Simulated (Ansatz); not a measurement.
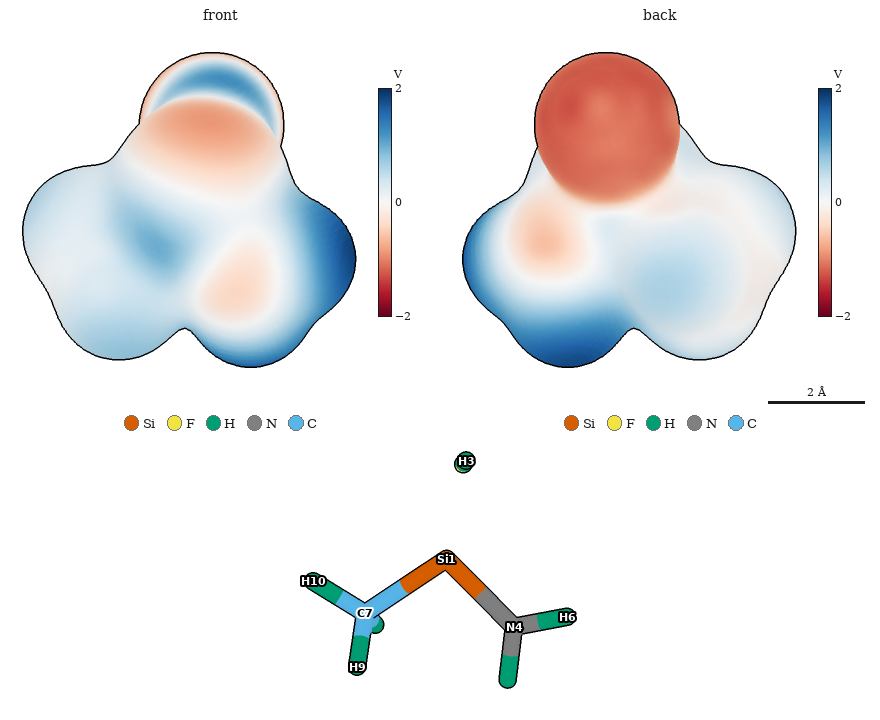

The picture shows: CH5NSi···HF. The molecular electrostatic potential painted on the density surface at 0.002 e/bohr³, seen from the front and from behind; the colour scale runs from red (negative) to blue (positive). The bare structure is drawn below in the same view.

Computed with Ansatz, RKS PBE-D4/cc-pVDZ.

```json
{"atom": "Si", "x (Å)": "0.2558", "y (Å)": "0.1219", "z (Å)": "-0.7638"}
{"atom": "F", "x (Å)": "1.3978", "y (Å)": "-0.2458", "z (Å)": "1.6558"}
{"atom": "H", "x (Å)": "1.7085", "y (Å)": "0.0463", "z (Å)": "0.7878"}
{"atom": "N", "x (Å)": "-0.9404", "y (Å)": "1.3815", "z (Å)": "-0.6936"}
{"atom": "H", "x (Å)": "-1.9567", "y (Å)": "1.2532", "z (Å)": "-0.6278"}
{"atom": "H", "x (Å)": "-0.6807", "y (Å)": "2.3712", "z (Å)": "-0.6683"}
{"atom": "C", "x (Å)": "-0.8931", "y (Å)": "-1.4181", "z (Å)": "-0.7330"}
{"atom": "H", "x (Å)": "-1.3687", "y (Å)": "-1.5011", "z (Å)": "0.2687"}
{"atom": "H", "x (Å)": "-1.6999", "y (Å)": "-1.3488", "z (Å)": "-1.4939"}
{"atom": "H", "x (Å)": "-0.3223", "y (Å)": "-2.3509", "z (Å)": "-0.9126"}
```

> Describe the electrostatic potential map.

The most negative region (about −1.2 V) lies over F2, the most positive (about +1.8 V) over H5 and H6.
